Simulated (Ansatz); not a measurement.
Input file:

```
crystal:
  lattice:
    - [3.6773859, 0.0, 0.0]
    - [0.0, 3.6773859, 0.0]
    - [0.0, 0.0, 10.3971707]
  atoms:
    - { symbol: Mg, position: [0.0, 0.0, 0.75271] }
    - { symbol: Mg, position: [0.0, 0.0, 0.24729] }
    - { symbol: Mg, position: [0.5, 0.5, 0.5] }
    - { symbol: Zn, position: [0.5, 0.5, 0.0] }
    - { symbol: S, position: [0.0, 0.0, 0.0] }
    - { symbol: S, position: [0.5, 0.5, 0.24635] }
    - { symbol: S, position: [0.0, 0.0, 0.5] }
    - { symbol: S, position: [0.5, 0.5, 0.75365] }
basis:
  ecutwfc: 420
kpoints:
  mp_grid: { grid: [8, 8, 4] }
  band_path:
    path:
      - [[0.0, 0.0, 0.0], [0.0, 0.5, 0.0], [0.5, 0.5, 0.0], [0.0, 0.0, 0.0], [0.0, 0.0, 0.5], [0.0, 0.5, 0.5], [0.5, 0.5, 0.5], [0.0, 0.0, 0.5]]
      - [[0.0, 0.5, 0.0], [0.0, 0.5, 0.5]]
      - [[0.5, 0.5, 0.0], [0.5, 0.5, 0.5]]
    npoints: 14
hamiltonian:
  xc: pbesol
scf:
  occupations: { method: gaussian, width: 0.02 }
  n_extra_bands: 20
output:
  forces: true
  stress: true
  eigenvalues: true
  populations: true
  dos: { projected: true, de: 0.02, nscf_kmesh: { grid: [12, 12, 6] } }
  bader: true
  write_density: true
  write_potential: true
  elf: true
  volumetric_format: npy
```

Launched as:

```sh
ansatz run input.yaml --threads 4 --pin off --max-ram 8192MiB --backend cpu --events-out ev --progress --plain --runs-dir out
```

Below, planes, directions and counts refer to the conventional cell (a = 3.68 Å, b = 3.68 Å, c = 10.40 Å, α = 90.00°, β = 90.00°, γ = 90.00°).

Space group P4/mmm; a structure generated by program, which may or may not match a known phase; computed pressure about −3 GPa in this cell.

Method: DFT PBEsol, scalar-relativistic, plane waves, PAW (Ansatz).

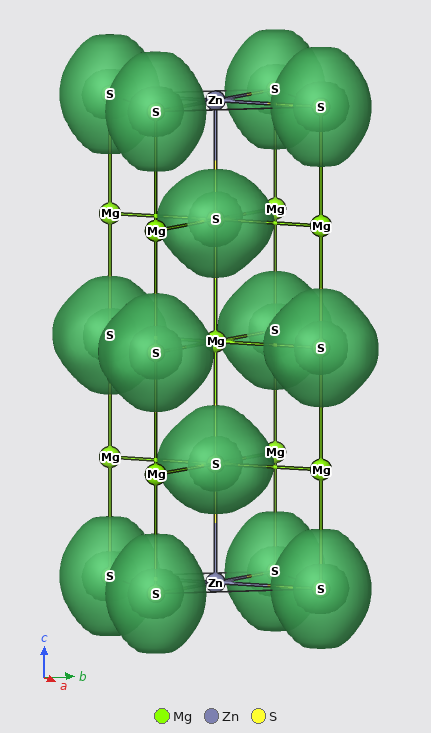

Mg3ZnS4. Isosurface of the electron localisation function at 0.75 (green), seen slightly off an axis. Only the valence region is drawn (cores and ρ < 0.01 e/Å³ removed). Sticks mark near contacts.

Q: Identify the bonds, lone pairs and shells in this picture.

A: At this value the surface marks out four regions wrapped around S (the valence shell of each), counted in one cell of 8 atoms. Any copies at cell faces, edges or corners count once. Along the contacts the grid gives the following. Zn–S (2.56 Å): the ELF peaks at about 0.85 in the valence shell of S, 0.8 Å from its nucleus, and drops to about 0.15 between the two atoms. Mg–S (2.57 Å): the ELF peaks at about 0.90 in the valence shell of S, 0.9 Å from its nucleus, and falls to about 0.05 next to Mg; a largely ionic contact.
